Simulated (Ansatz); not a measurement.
Response to strain in hypothetical ReO3 type CoCl3

The reference is CoCl$_{3}$ in the ReO3 type structure (space group Pm-3m, No. 221; a = 4.560 Å; ferromagnetic; a hypothetical phase, not in the database extracts checked; relaxed with 0.1 eV smearing). Axes: x, y, z lie along the cube axes.

Strains are applied to the cell and any free atomic positions relax; under biaxial strain the out-of-plane vector relaxes too.

Method: PBEsol, PAW, 420 eV (Ansatz, a first-principles code; no SOC).

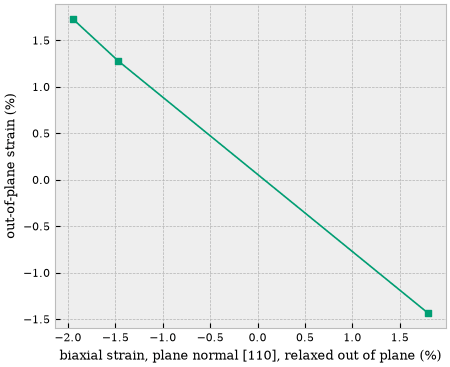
Fig. 1. Out-of-plane strain against biaxial strain, plane normal [110], relaxed out of plane

### Question
From the plot, what is the out-of-plane strain for biaxial strain +1.80 %, plane normal [110], relaxed out of plane?

### Answer
About -1.4 %.

### Question
Is the trend monotonic over the range shown?

### Answer
Yes, it falls throughout, spanning -1.44 % to +1.73 %.

Stability against distortions was not tested. No Hubbard U is applied and the magnetic state is the run's own (CoCl3 ferromagnetic); small cells can't hold the antiferromagnetic order that many such compounds have, so gaps and moments can be off.
